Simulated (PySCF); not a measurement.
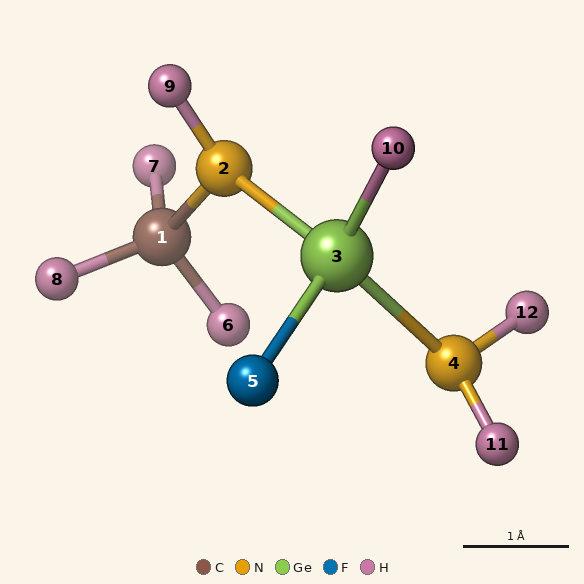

Orthographic view. Distant atoms are faded towards the background colour. The computed structure is the end point of a PBE0-D3(BJ)/def2-SVP optimisation. No frequency run is at hand to confirm it as a minimum.

Give the geometry as a Z-matrix, atoms in numerical order, with these reference atoms: 2 to 1; 3 to 2, 1; 4 to 3, 2, 1; 5 to 3, 2, 1; 6 to 1, 2, 3; 7 to 1, 6, 2; 8 to 1, 6, 7; 9 to 2, 1, 6; 10 to 3, 5, 4; 11 to 4, 3, 10; 12 to 4, 11, 3.

```
C  
N    1   1.445
Ge   2   1.798   1   123.1
N    3   1.813   2   106.9   1    42.9
F    3   1.752   2   114.0   1   -68.4
H    1   1.100   2   109.0   3   -26.6
H    1   1.104   6   107.3   2   120.6
H    1   1.106   6   107.5   7   115.7
H    2   1.014   1   114.8   6  -179.8
H    3   1.536   5   105.0   4  -126.8
H    4   1.015   3   115.2  10    77.5
H    4   1.015  11   110.3   3   134.4
```
